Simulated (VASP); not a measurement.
Band structure of TiSb (space group P4_2/mmc). Level of theory: PBE GGA, VASP's PBE PAW potentials (set 64) (plane waves; VASP).

Unless said otherwise, spin-orbit coupling is left out, though it shifts the bands of the heavy elements here.

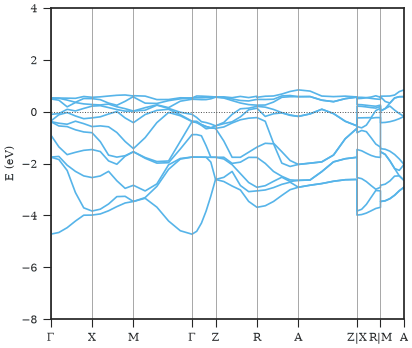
*Bands along high-symmetry lines, zero at the valence-band maximum or, without a gap, the Fermi level*

Q: Read the plot: is there a gap, and where are the band edges?

A: It has no gap at this level: it comes out as a metal or semimetal.

The structure was generated: TiSb was put into an ordered model structure, which need not be its known phase. The cell was not relaxed at this level. The k-mesh is coarse (spacing up to 0.38 per Å, 2π included), so the numbers may not be converged in it.
